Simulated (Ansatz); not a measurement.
Hypothetical R-3c LuCl3: response to strain

Take LuCl₃ (space group R-3c, No. 167; a hypothetical phase, not in the database extracts checked) as the base.

```
CELL_PARAMETERS angstrom
      3.21569     1.85658     5.88867
     -3.21569     1.85658     5.88867
      0.00000    -3.71316     5.88867
ATOMIC_POSITIONS crystal
  Lu 0.00000 0.00000 0.00000
  Lu 0.50000 0.50000 0.50000
  Cl 0.09376 0.40624 0.75000
  Cl 0.75000 0.09376 0.40624
  Cl 0.40624 0.75000 0.09376
  Cl 0.90624 0.59376 0.25000
  Cl 0.25000 0.90624 0.59376
  Cl 0.59376 0.25000 0.90624
```

Cartesian axes are those of the cell as printed.

Strains are applied to the cell and any free atomic positions relax; under biaxial strain the out-of-plane vector relaxes too.

Level of theory: Ansatz (an electronic-structure program) PBEsol, scalar-relativistic without spin-orbit coupling.

Notes on the quantities. in-plane stress: mean in-plane stress (compression positive).

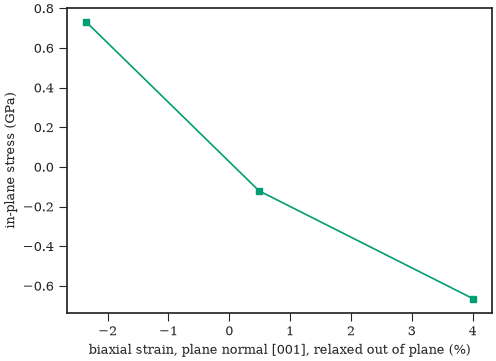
Fig. 1. in-plane stress against biaxial strain, plane normal [001], relaxed out of plane

### Question
From the plot, what is the in-plane stress for biaxial strain −2.35 %, plane normal [001], relaxed out of plane?

### Answer
About 0.7 GPa.

### Question
Is the trend monotonic over the range shown?

### Answer
Yes, it falls throughout, spanning -0.7 GPa to +0.7 GPa.

No phonon test of stability was made. The base started in R32 and relaxed to R-3c at this level.
